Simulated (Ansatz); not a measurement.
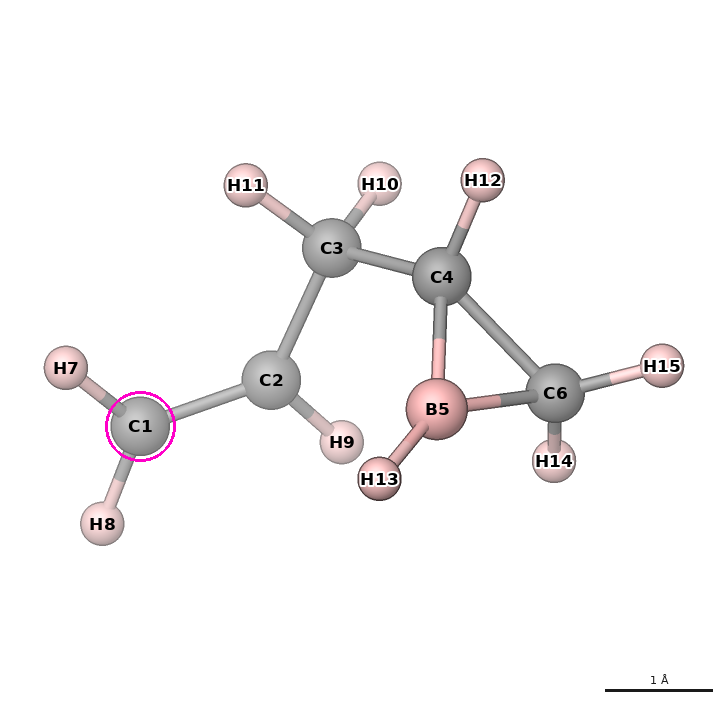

Orthographic view. Atoms fade into the background with distance from the viewer. Computed geometry: PBE0-D4/def2-TZVP optimisation. No frequency run is at hand to confirm it as a minimum.

Which atoms are bonded to the circled atom?

Answer. The circled atom is C1; it is bonded to C2, H7, H8.

What is the shortest path along bonds from the circled atom to C6?

Answer. C1–C2–C3–C4–C6, 4 bonds; through space the two are 4.14 Å apart.

Which atom is nearest the viewer?

Answer. H13, 2.4 Å in front of the mean position.

Of C6 and H14, which is nearer the viewer?

Answer. C6; the bond to H14 points away from the viewer, so it looks shorter than its 1.09 Å.
